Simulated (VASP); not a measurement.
Band structure of Sr$_{2}$Bi (space group I4/mmm). All values below come from PBEsol GGA, VASP's PBE PAW potentials (set 64) (plane waves; VASP).

Unless said otherwise, spin-orbit coupling is left out, though it shifts the bands of the heavy elements here.

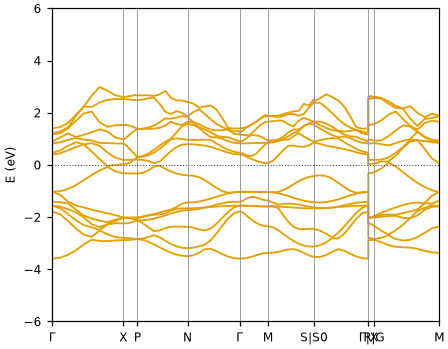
Figure. Bands along high-symmetry lines, zero at the valence-band maximum or, without a gap, the Fermi level

Question: Read the plot: is there a gap, and where are the band edges?

Answer: It has no gap at this level: it comes out as a metal or semimetal. (Edges off the drawn lines would not show.)

The structure comes from a computed database's Sr2Bi entry (I4/mmm); how it stands against other phases isn't given here. It was relaxed first.
